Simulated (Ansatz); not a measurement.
# FH2O2Si: rigid scan of one bond angle, by script

A script is to give a rigid scan of one bond angle; the system is FH2O2Si. SMILES: [O][SiH](O)F.

All numbers are computed with Ansatz 0.2.0 through its Python package. The levels of theory stand in the script.

## 1. Starting point

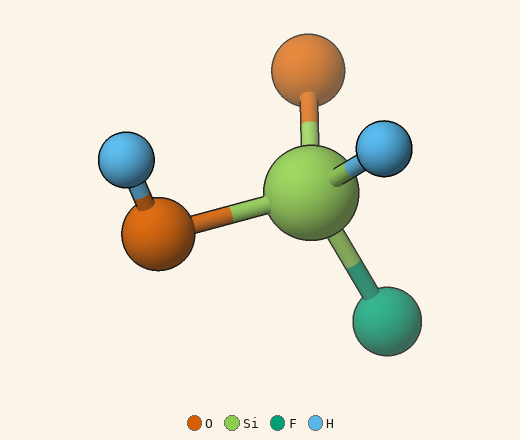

The structure that the script starts from, seen from a chosen angle (oxygen orange, silicon green, fluorine teal, hydrogen blue).

No structure file is read: the coordinates are typed or built in the script.

## 2. The script

File run_bend.py:

```python
'''Energy of FH2O2Si against one bond angle.'''

import ansatz
from ase import Atoms

BASIS_SET = '6-31G*'
FUNCTIONAL = 'pbe0'
FMAX = 0.02
METHOD = 'mp2'

atoms = Atoms(['O', 'Si', 'O', 'F', 'H', 'H'], positions=[
    (-1.0488, -1.4594, 0.1196),
    (0.0964, -0.2025, 0.2951),
    (-0.3751, 1.1891, -0.6264),
    (0.3024, 0.2251, 1.9219),
    (1.3965, -0.7158, -0.1999),
    (-0.3293, 0.8995, -1.5564),
])

# start the scan from a relaxed geometry
first = (
    ansatz.Crystal.molecule_from_ase(atoms).calculation()
    .basis(gaussian=BASIS_SET)
    .spin('collinear', total=1)  # two spin channels
    .functional(FUNCTIONAL)
    .relax(force_tolerance=FMAX, max_steps=80)
)
atoms.positions = first.run().report['positions_ang']

rows = []
for angle in [90, 100, 110, 120, 135, 150, 165, 179]:
    bent = atoms.copy()
    bent.set_angle(1, 2, 5, angle, indices=[5])
    setup = ansatz.Crystal.molecule_from_ase(bent).calculation()
    setup = setup.basis(gaussian=BASIS_SET)
    setup = setup.correlation(METHOD).spin('collinear', total=1)
    rows.append((angle, setup.run().report['free_energy_ev']))
floor = min(e for _, e in rows)
for angle, e in rows:
    print(f'angle Si1-O2-H5 = {angle:3d} deg   {1000 * (e - floor):9.1f} meV')
```

## 3. The calls as engine input

The engine receives this input (first run):

```yaml
crystal:
  periodic: [false, false, false]
  atoms:
    - { symbol: O, position_ang: [-1.0488, -1.4594, 0.1196] }
    - { symbol: Si, position_ang: [0.0964, -0.2025, 0.2951] }
    - { symbol: O, position_ang: [-0.3751, 1.1891, -0.6264] }
    - { symbol: F, position_ang: [0.3024, 0.2251, 1.9219] }
    - { symbol: H, position_ang: [1.3965, -0.7158, -0.1999] }
    - { symbol: H, position_ang: [-0.3293, 0.8995, -1.5564] }
basis:
  gaussian:
    orbitals: "6-31G*"
hamiltonian:
  xc: pbe0
magnetization:
  spin_polarized: true
  initial_magnetization: 1.0
relax:
  f_tol: 0.02
  max_steps: 80
```

## 4. Launch

Started as:

```
$ python run_bend.py
```

The log of the run:

```text
angle Si1-O2-H5 =  90 deg       347.8 meV
angle Si1-O2-H5 = 100 deg       124.5 meV
angle Si1-O2-H5 = 110 deg        18.0 meV
angle Si1-O2-H5 = 120 deg         0.0 meV
angle Si1-O2-H5 = 135 deg        83.5 meV
angle Si1-O2-H5 = 150 deg       225.8 meV
angle Si1-O2-H5 = 165 deg       351.7 meV
angle Si1-O2-H5 = 179 deg       404.2 meV
```

Run time: 79 s. Hardware: 1 thread of Arm Neoverse V2, shared host; peak memory 0.24 GiB.

## 5. How the relaxation of run 0 went

The steps of the relaxation:

| step | energy from step 1 (eV) | largest force component (eV/Å) |
| --- | --- | --- |
| 1 | 0.0000 | 2.9897 |
| 2 | -0.2589 | 1.8611 |
| 3 | -0.3827 | 0.6979 |
| 4 | -0.4011 | 0.8484 |
| 5 | -0.4103 | 0.4721 |
| 6 | -0.4132 | 0.2349 |
| 7 | -0.4181 | 0.0603 |
| 8 | -0.4179 | 0.0810 |
| 9 | -0.4184 | 0.0103 |

Step 1 is the start. Step 8 was tried and not accepted.

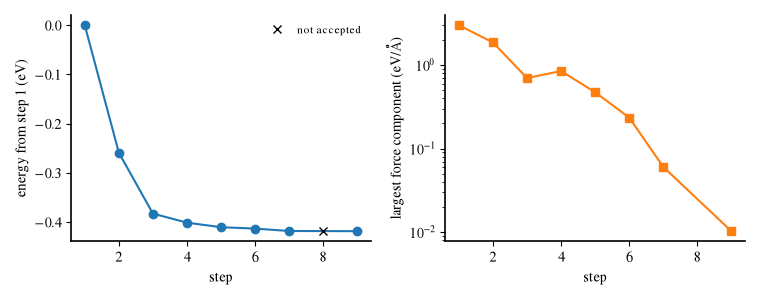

Energy and largest force along the relaxation.

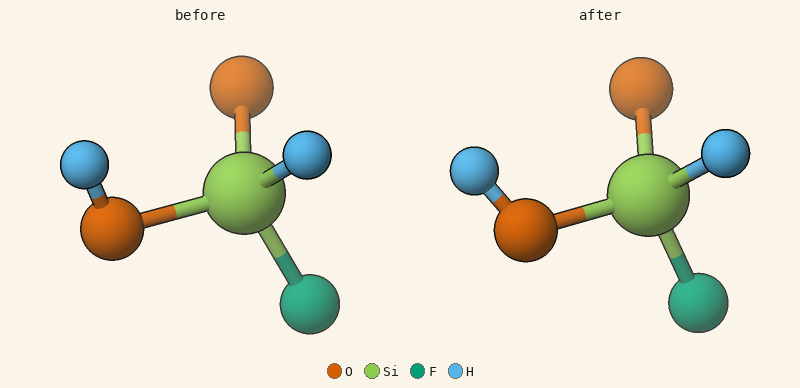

Before and after, at one scale.

Before: Bond lengths: O1–Si2 1.709 Å, Si2–O3 1.734 Å, Si2–F4 1.695 Å, Si2–H5 1.483 Å, O3–H6 0.975 Å. Angles: O1–Si2–O3 110.7°, O1–Si2–F4 111.4°, O1–Si2–H5 107.4°, O3–Si2–F4 109.9°, O3–Si2–H5 109.8°, F4–Si2–H5 107.5°, Si2–O3–H6 104.8°.

After: Bond lengths: O1–Si2 1.669 Å, Si2–O3 1.637 Å, Si2–F4 1.591 Å, Si2–H5 1.481 Å, O3–H6 0.964 Å. Angles: O1–Si2–O3 110.6°, O1–Si2–F4 113.5°, O1–Si2–H5 101.6°, O3–Si2–F4 105.4°, O3–Si2–H5 116.9°, F4–Si2–H5 109.2°, Si2–O3–H6 116.0°.

Run 0 is this relaxation; the runs after it count from 1.

## 6. What each run gave

One row for each of the 8 runs:

```tsv
run	energy from run 4 (eV)	<S²>	iterations in all	CPU time (s)
1	0.3478	0.76	85	2.9
2	0.1245	0.76	86	2.9
3	0.0180	0.76	89	3
4	0.0000	0.76	87	2.8
5	0.0835	0.76	74	3
6	0.2258	0.76	47	2.1
7	0.3517	0.76	75	3
8	0.4042	0.76	75	3
```

## 7. What came out

```
                    quantity                    value
               runs compared                        8
angle Si1-O2-H5 (as printed)  179 deg       404.2 meV
```

In words: All 8 runs converged, in 47 to 89 cycles. Run 0: The relaxation took 7 moves; the largest shift is 0.302 Å, of atom 6 (H). Caveats:
- The scan is rigid, and the energies are electronic, in a modest basis. The zero is the lowest point of the grid, which needn't be the minimum.
- The species is open-shell (spin multiplicity 2).
- The start is relaxed with a density functional and scanned with the wavefunction method, so it isn't exactly that method's minimum.
